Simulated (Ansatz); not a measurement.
**Fields on a plane of Ta (bcc, W type)**

```yaml
crystal:
  lattice:
    - [-1.65242, 1.65242, 1.65242]
    - [1.65242, -1.65242, 1.65242]
    - [1.65242, 1.65242, -1.65242]
  atoms:
    - { symbol: Ta, position: [0.00000, 0.00000, 0.00000] }
```

The slice is a {211} plane (indices of the conventional cell) through the point (0.000, 0.000, 0.000) (fractional), spanned by u = [111] and v = [1 0 -1] in vectors of this cell: u (2.86 Å) and v (4.67 Å, at 90° to u). It covers one period; positions are fractions (u, v).

Atoms on it: Ta at (0.00, 0.00).

Level of theory: r2SCAN (plane waves to 500 eV, PAW, scalar-relativistic; Ansatz, a quantum-chemistry and plane-wave program). k mesh 20×20×20. Inside the PAW spheres the values are not all-electron values, and peaks at nuclei hang on which shells count as valence. Spin-orbit coupling is left out, though Ta is heavy. Ta is run without spin polarisation. Ta was relaxed with its symmetry unable to fall.

```
|9999999999775533111100111133557799999999|
|9999999988774422110000001122447788999999|
|9999998877663322110000001122336677889999|
|9999887766442211000000000011224466778899|
|7777665544221100000000000000112244556677|
|5555443322110000000000000000001122334455|
|3322221111000000000000000000000011112222|
|1111111100000000000000000000000000111111|
|0000000000000000000000000000000000000000|
|0000000000000000000000000000000000000000|
|0000000000000000000000000000000000000000|
|0000000000000000000000000000000000000000|
|0000000000000000000000000000000000000000|
|0000000000000000000000000000000000000000|
|0000000000000000000000000000000000000000|
|0000000000000000000000000000000000000000|
|0000000000000000000000000000000000000000|
|0000000000000000000000000000000000000000|
|0000000000000000000000000000000000000000|
|0000000000000000000000000000000000000000|
|0000000000000000000000000000000000000000|
|0000000000000000000000000000000000000000|
|0000000000000000000000000000000000000000|
|1111111100000000000000000000000000111111|
|3322221111000000000000000000000011112222|
|5555443322110000000000000000001122334455|
|7777665544221100000000000000112244556677|
|9999887766442211000000000011224466778899|
|9999998877663322110000001122336677889999|
|9999999988774422110000001122447788999999|
|9999999999775533111100111133557799999999|
|8899999999775533111100111133557799999999|
```
Scale: ten equal steps from -0.64 (start of '0') to 0.65 (end of '9'), in the order '0123456789'. Values: log₁₀ of the valence density in e/Å³. The map has 20 points along u (two characters each, u = 0 at the left) and 32 along v (v = 0 in the bottom row). The scale is logarithmic, as a density can span decades between atoms and voids.

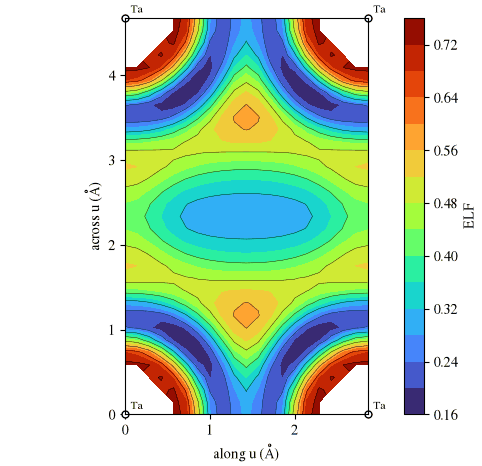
Electron localisation function (ELF), one period of the plane, atoms marked. Points within 0.5 Å of a nucleus are left white, as the pseudised field means little there.

* **Density on the Ta–Ta line (2.86 Å) at its midpoint**: 0.30 e/Å³
* **ELF at that point**: 0.29
